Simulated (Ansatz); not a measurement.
# YbRh (Pm-3m): phonons and vibrational spectra, part 3 of 3

Task: relax YbRh (Pm-3m), then find its harmonic phonons.

Ansatz 0.2.0; DFT PBEsol, scalar-relativistic, plane waves, PAW.

So far. Step 3 (Tight relaxation): The forces vanish by symmetry and the pressure is -0.004 GPa, within the tolerances set. The cell now holds 18.35 Å³/atom. Step 4 (Zone-centre response): Before it was imposed, the acoustic sum rule was missed by 5.0e-5 eV/Å². Small misses are needed for a sound result but don't prove that mesh and cutoff are converged. The lowest optical mode is real, 139 cm⁻¹. The relaxed cell has a = 3.323 Å (conventional setting).

### Step 5. The dispersion (continued)

Interpolated from a 4×4×4 q mesh. Phonon branches along the path, in cm⁻¹:

```
    point  branch 1  branch 2  branch 3  branch 4  branch 5  branch 6
        Γ         0         0         0       139       139       139
        X        74        74       115       115       120       145
        M        71        75        75       130       149       149
        Γ         0         0         0       139       139       139
        R       114       114       114       125       125       125
        X        74        74       115       115       120       145
jump to R       114       114       114       125       125       125
        M        71        75        75       130       149       149
```

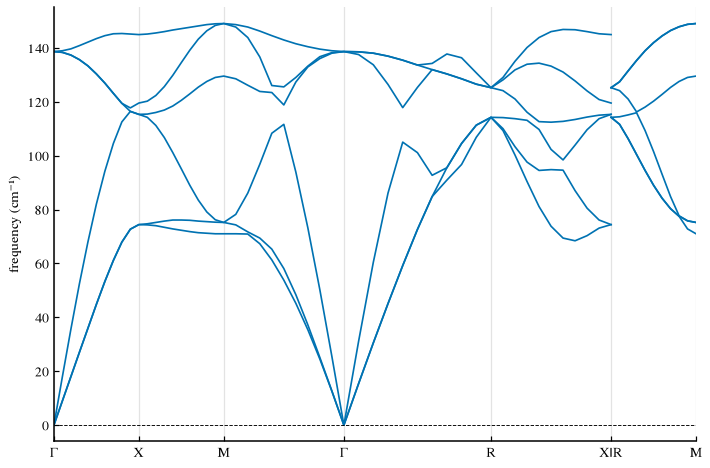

Phonon branches along the path.

The phonon density of states has structure finer than the step of the table below, so its rows give means over 10 cm⁻¹, whole bins alone (the curve runs from 1 to 149 cm⁻¹). Peaks (cm⁻¹: height): 71.0: 0.0932, 119.0: 0.132, 145.0: 0.158.

Tetrahedra on a 20×20×20 mesh, mean over bins of 2 cm-1. Interpolated from a 4×4×4 q mesh. Phonon density of states against wavenumber; means over each step:

```csv
wavenumber (cm⁻¹),phonon density of states (1/cm⁻¹/cell)
10,4.2e-4
20,0.00190
30,0.00456
40,0.00877
50,0.0155
60,0.0284
70,0.0681
80,0.0492
90,0.0417
100,0.0471
110,0.0369
120,0.0938
130,0.0695
140,0.0932
```

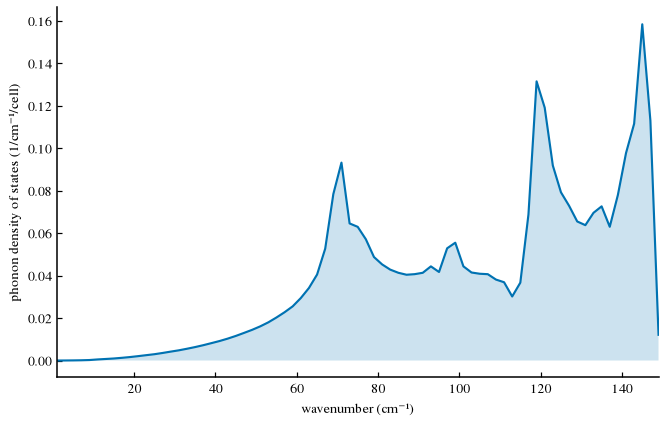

Phonon density of states, plotted against wavenumber.

The partial phonon density of states has structure finer than the step of the table below, so its rows give means over 10 cm⁻¹, whole bins alone (the curve runs from -10 to 163 cm⁻¹). Peaks (cm⁻¹: height): Rh 119.7: 0.0883, 143.7: 0.0513; Yb 70.7: 0.0596, 144.8: 0.0759.

Phonopy on the run's constants, 17x17x17 mesh, Gaussian sigma 2.0 cm-1. Interpolated from a 4×4×4 q mesh. Partial phonon density of states against wavenumber; means over each step; values in 1/cm⁻¹/cell:

```
wavenumber (cm⁻¹)       Rh       Yb
                0   2.3e-5   3.9e-5
               10   1.9e-4   3.3e-4
               20   7.6e-4  0.00132
               30  0.00169  0.00298
               40  0.00315  0.00570
               50  0.00548   0.0104
               60  0.00929   0.0196
               70   0.0172   0.0493
               80   0.0170   0.0321
               90   0.0188   0.0235
              100   0.0217   0.0243
              110   0.0233   0.0160
              120   0.0750   0.0159
              130   0.0460   0.0243
              140   0.0441   0.0482
              150   0.0163   0.0261
```

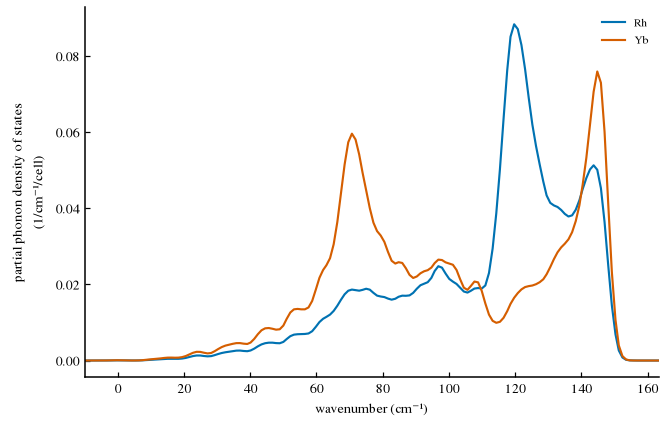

Partial phonon density of states, plotted against wavenumber.

Second derivatives of the energy by pair, one row for each kind of neighbour of each atom listed. Each entry sums the pair over the periodic images of the supercell that the q mesh stands for, and in a polar crystal it holds the long-range dipole part too. Force constants by pair, by row:

| atom | neighbour | distance (Å) | third of the trace (eV/Å²) | along the pair's line (eV/Å²) |
| --- | --- | --- | --- | --- |
| Yb1 | itself | 0 | 7.098 | – |
| Yb1 | Rh | 2.878 | -0.5862 | -1.604 |
| Yb1 | Yb | 3.323 | -0.3668 | -1.705 |
| Yb1 | Yb | 4.699 | 0.0118 | -0.1249 |
| Yb1 | Rh | 5.511 | 3.00e-4 | 0.0062 |
| Yb1 | Yb | 5.756 | -0.0583 | -0.1639 |
| Yb1 | Yb | 6.646 | 0.0114 | -0.0156 |
| Yb1 | Rh | 7.242 | 0.0045 | 0.0105 |
| Yb1 | Yb | 7.43 | -0.003 | -0.0059 |
| Rh2 | itself | 0 | 5.021 | – |
| Rh2 | Yb | 2.878 | -0.5862 | -1.604 |
| Rh2 | Rh | 3.323 | -0.03 | 0.032 |
| Rh2 | Rh | 4.699 | -0.0297 | -0.1198 |
| Rh2 | Yb | 5.511 | 3.00e-4 | 0.0062 |
| Rh2 | Rh | 5.756 | 0.0057 | 0.0089 |
| Rh2 | Rh | 6.646 | 0.0421 | 0.066 |
| Rh2 | Yb | 7.242 | 0.0045 | 0.0105 |
| Rh2 | Rh | 7.43 | -0.0034 | -0.0034 |

Harmonic thermodynamic functions per atom, from the density of states. Interpolated from a 4×4×4 q mesh. Thermodynamic functions, by row:

```csv
T (K),F_vib (meV/atom),S (J/mol-atom/K),C_V (J/mol-atom/K)
0,19.74,0,0
50,18.72,6.475,12.37
100,12.24,18.13,20.42
200,-15.31,33.62,23.68
300,-55.53,43.38,24.37
400,-104.3,50.43,24.62
500,-159.5,55.94,24.73
600,-219.9,60.45,24.8
700,-284.6,64.28,24.84
800,-353,67.6,24.86
900,-424.6,70.53,24.88
1000,-499.1,73.15,24.89
```

Harmonic mean-square displacement, third of the trace. Interpolated from a 4×4×4 q mesh. Mean square displacements, by row:

```csv
T (K),Yb1 U_eq (Å²),Rh2 U_eq (Å²)
0,0.00112,0.00161
100,0.00245,0.00304
300,0.00676,0.00811
600,0.0134,0.01603
```

Symmetry leaves 10 wavevectors to solve. The lowest mode among them, the acoustic zeros apart, lies at q = (0, 0, 0.25) and is real, 44.8 cm⁻¹.

### Step 6. Outcome

| Item | Value |
| --- | --- |
| space group after relaxation (within 0.01 Å) | Pm-3m |
| volume per atom | 18.3 Å³ |
| electronic character | no gap on this mesh |
| highest optical mode at the zone centre (no LO-TO term) | 139 cm⁻¹ |
| lowest optical zone-centre mode | 139 cm⁻¹ |
| lowest mode on the q mesh (acoustic modes at Γ apart) | 44.8 cm⁻¹ |
| highest frequency on the path or at a solved wavevector | 149 cm⁻¹ |
| zero-point energy per atom | 19.7 meV |
| heat capacity at 300 K | 24.4 J/(mol atoms K) |
| vibrational entropy at 300 K | 43.4 J/(mol atoms K) |
| Debye temperature (second moment) | 205 K |
| imaginary modes on the 4×4×4 q mesh | none |

**Reading.** The structure is a minimum as far as tested: no mode is imaginary at the 10 irreducible wavevectors of the 4×4×4 mesh, and the softest away from the acoustic zeros lies at 45 cm⁻¹. The optical modes at Γ form one degenerate level at 139 cm⁻¹. With no gap, or one that is small against the smearing, the frequencies hang on the k mesh and the smearing, most of all near Kohn anomalies. The phonon runs are without spin polarisation, although the cell has an odd electron count. The 4f shell is treated without a U, so valence and screening may be off. Spin-orbit coupling is left out, which can matter for the heavy elements here. These are harmonic frequencies at zero temperature: anharmonic shifts, linewidths and thermal expansion are left out.

[Logs are printed without paths, hosts, clocks, repeated set-up lines and the standing remarks that a program may print on its own settings, such as how far it seeks lower states.]

[Hosts, paths, dates, database ids (printed as entryN), source tags and the programs' standing remarks are cut or masked in the printed files.]
